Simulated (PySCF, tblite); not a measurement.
# C₄H₁₀BFS: geometry, infrared bands and NMR shifts

Wanted: the infrared bands and NMR shifts of C₄H₁₀BFS (`CCSCCBF`), by calculation.

Programs: tblite 0.8.0 and PySCF 2.14.0, with density-fitted response routines of our own. Each step states its level of theory. These are calculated values for one molecule in the gas phase, unless marked as measured. Atoms count from 0, in the outputs and in this text.

## (1) Starting geometry

17 atoms, charge 0, multiplicity 1; geometry from: force field or distance geometry start.

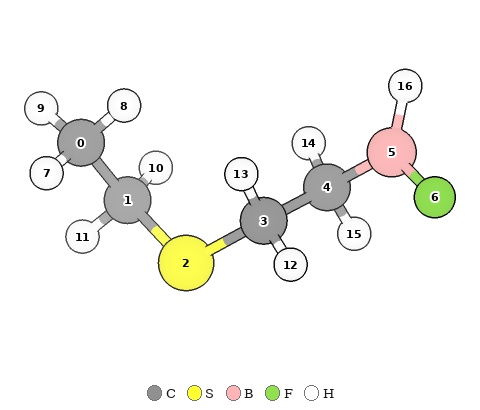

As it starts; carbon grey, sulfur yellow, boron pink, fluorine green, hydrogen white, atoms numbered.

## (2) Relaxing the molecule with GFN2-xTB

The job: settings as JSON, then the geometry in Å.

```
{"job": {"kind": "relax", "xc": "GFN2-xTB", "basis": "xTB"}, "charge": 0, "multiplicity": 1}
C     -2.533300     0.145500     0.718900
C     -1.966300    -0.281400    -0.641300
S     -0.588900    -1.411000    -0.505800
C      0.900100    -0.775000     0.191000
C      1.614600     0.277900    -0.564600
B      2.917800     0.736500     0.176900
F      4.002700    -0.154500     0.479000
H     -2.804800    -0.730600     1.305900
H     -1.730700     0.717200     1.199600
H     -3.456000     0.781500     0.567200
H     -1.817000     0.622300    -1.232100
H     -2.807900    -0.842100    -1.119100
H      1.633700    -1.616100     0.353400
H      0.687700    -0.367500     1.214500
H      1.001000     1.177000    -0.816400
H      1.934900    -0.137800    -1.538100
H      3.005200     1.870100     0.500200
```

Run with:

```
OMP_NUM_THREADS=1 python probes_run.py task.json out
```

This one command runs all jobs of the session in turn.

**Question.** This job is followed by: GFN2-xTB harmonic vibrations, gas phase; GIAO PBE0/pcSseg-1 NMR shielding, non-relativistic, gas phase. What will the session give for the following? strongest single infrared mode (GFN2-xTB); zero-point energy (GFN2-xTB); 13C shifts against TMS (PBE0/pcSseg-1); 1H shifts against TMS (PBE0/pcSseg-1, means over atoms taken as alike); 33S shifts against CS2 (PBE0/pcSseg-1); 11B shifts against BF3·OEt2 (PBE0/pcSseg-1); 19F shifts against CFCl3 (PBE0/pcSseg-1); surface potential, least and greatest.

As calculated:

| quantity | value |
| --- | --- |
| strongest single infrared mode (GFN2-xTB) | 1286 cm⁻¹, 352 km/mol |
| zero-point energy (GFN2-xTB) | 84.9 kcal/mol |
| 13C shifts against TMS (PBE0/pcSseg-1) | 29.4, 27.3, 26.0, 15.6 ppm |
| 1H shifts against TMS (PBE0/pcSseg-1, means over atoms taken as alike) | 5.62, 2.55, 2.46, 1.55, 1.24 ppm |
| 33S shifts against CS2 (PBE0/pcSseg-1) | 40 ppm |
| 11B shifts against BF3·OEt2 (PBE0/pcSseg-1) | 56.3 ppm |
| 19F shifts against CFCl3 (PBE0/pcSseg-1) | -2.3 ppm |
| surface potential, least and greatest | -1.13 V and 1.57 V |

The optimisation took 113 steps and gained 0.873 eV; among the close pairs (by a distance rule), B5–F6 changed most, from 1.436 to 1.314 Å. No mode is imaginary among the 45: a minimum at this level. The strongest single mode, at 1286 cm⁻¹, is spread over several atoms, B5, C4, F6 among them. Unscaled tight-binding wavenumbers are off by several per cent, some by more. Its intensities can rank the bands wrongly. At PBE0/pcSseg-1: The widest tensor belongs to F6: span 526 ppm, with a paramagnetic part of -295 ppm. At PBE0/pcSseg-1, counted by nearest atom on the grid, the HOMO lies on S2 77 %, the LUMO on B5 53 %; H16 15 %.
